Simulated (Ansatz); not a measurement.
CaGaAuC₆N₆, 60 atoms, a = 11.17 Å, b = 11.17 Å, c = 11.17 Å, α = 90.00°, β = 90.00°, γ = 90.00°.

Space group F-43m; a structure generated by program, which may or may not match a known phase; spin-polarised.

Theory: DFT PBE, scalar-relativistic, plane waves, PAW (Ansatz).

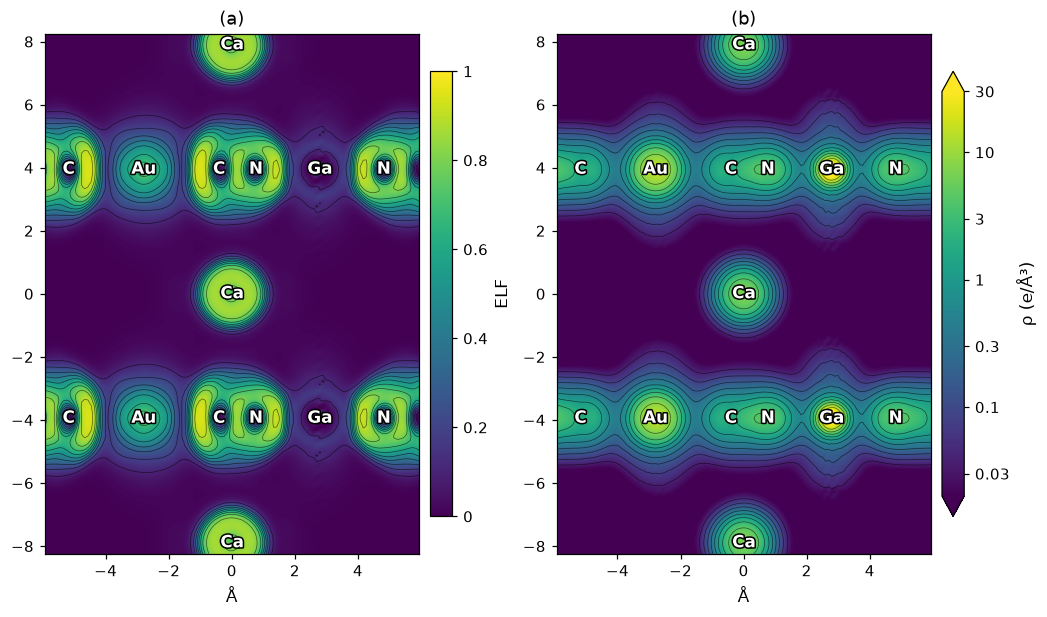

CaGaAuC₆N₆. (a) ELF; (b) valence electron density on the (110) plane of the conventional cell.

Core electrons are frozen (PAW), and the valence fields are smoothed inside the atomic spheres.

Question: Interpret the plot.

Answer:
- Atoms in the plane: Ca, Ga, C, Au and N.
- C–N (1.17 Å): ρ at the midpoint is about 3.5 e/Å³; the ELF peaks at about 0.85 between the atoms.
- Ga–N (2.03 Å): the density is about 0.59 e/Å³ at the midpoint; the ELF peaks at about 0.90 in the valence shell of N, 0.7 Å from its nucleus, and is about 0.40 at the midpoint.
- Au–C (2.39 Å): ρ at the midpoint is about 0.48 e/Å³; the ELF is about 0.20 at the midpoint; no shared electron pair shows on this line.
- Ca–C (3.97 Å): ρ is about 0.02 e/Å³ halfway; the ELF is about 0.05 at the midpoint; no shared electron pair shows on this line.
- Ca–N (4.02 Å): the density is about 0.02 e/Å³ at the midpoint; the ELF is about 0.05 at the midpoint; no shared electron pair shows on this line.
- The density dies away to nearly zero in the voids.
- The features right at Ca and Au lie inside the PAW spheres, where the map follows smoothed inner orbitals and isn't to be read closely.
